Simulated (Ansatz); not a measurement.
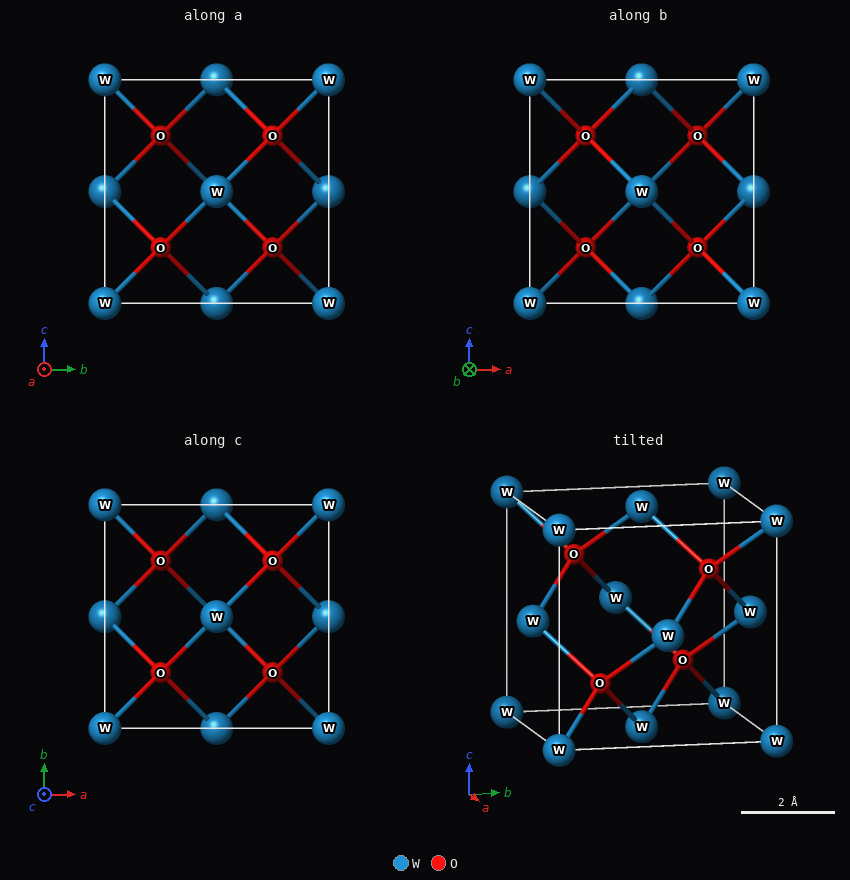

Crystal structure, ball-and-stick style, seen along the a axis, along the b axis, along the c axis and slightly off an axis. The conventional unit cell is outlined; an atom on or near a face, edge or corner is repeated at each equivalent position.

Lattice parameters: a = 4.8258 Å, b = 4.8258 Å, c = 4.8258 Å, α = 90.000°, β = 90.000°, γ = 90.000°.

Convert the drawing into a CIF in P1 with every atom of the cell.

```cif
data_structure
_symmetry_space_group_name_H-M 'P 1'
_symmetry_Int_Tables_number 1
_cell_length_a 4.8258
_cell_length_b 4.8258
_cell_length_c 4.8258
_cell_angle_alpha 90.000
_cell_angle_beta 90.000
_cell_angle_gamma 90.000
_cell_volume 112.38
loop_
_atom_site_label
_atom_site_type_symbol
_atom_site_fract_x
_atom_site_fract_y
_atom_site_fract_z
_atom_site_occupancy
W1 W 0.0000 0.0000 0.0000 1
O1 O 0.2500 0.2500 0.7500 1
W2 W 0.0000 0.5000 0.5000 1
O2 O 0.2500 0.7500 0.2500 1
W3 W 0.5000 0.0000 0.5000 1
O3 O 0.7500 0.2500 0.2500 1
W4 W 0.5000 0.5000 0.0000 1
O4 O 0.7500 0.7500 0.7500 1
```

The structure was taken from a structure type filled with these elements by a generator (whether the compound takes this form wasn't checked). Earlier steps of the study, as a rule a relaxation of our own, may have changed the cell and positions, so they can lie some per cent off the listed ones. It was run through Ansatz as a DFT input.

At this level of theory the run's own cell isn't at rest (compressed, at 10 GPa and forces up to 1.1 eV/Å), so its distances can differ from those at equilibrium, the more so the softer the solid.
